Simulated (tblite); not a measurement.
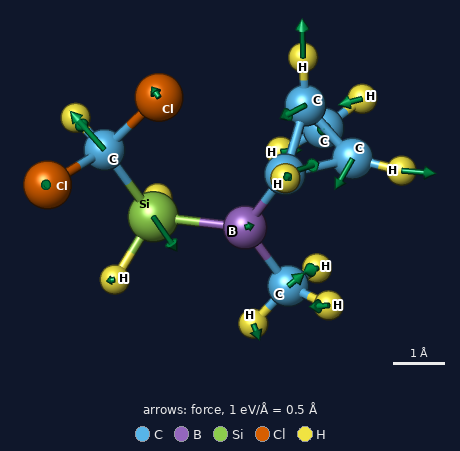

Starting geometry of C6H11BCl2Si with the computed forces as green arrows. The picture is a ball-and-stick view, seen at a tilt.

These are results of GFN2-xTB geometry optimisation, gas phase (tblite 0.8.0), not measurements. 

**What follows when this structure is relaxed?**

It isn't relaxed: the largest force vector, on a C atom, is 2.38 eV/Å. The final displacements have little in common with the starting forces (cosine between the two patterns 0.08). The atom that moves furthest after the best rigid fit is an H atom (2.08 Å). Largest moves by element: H 2.08 Å, Cl 1.59 Å, C 1.06 Å, Si 0.81 Å, B 0.25 Å. Some distances before and after: C–Si 1.850 → 1.948 Å, C–C 1.414 → 1.474 Å, C–H 1.136 → 1.088 Å, C–C 1.561 → 1.514 Å. Among the angles between lasting bonds that change: B–C–C 107.4° → 126.6°, B–Si–H 107.3° → 121.0°, B–C–H 120.5° → 111.7°. Groups turn about C–Si by about 40°. After 229 geometry steps the energy has fallen by 26.7 kcal/mol. Cost: 5.2 s on 1 thread of Arm Neoverse N1, on a shared host.
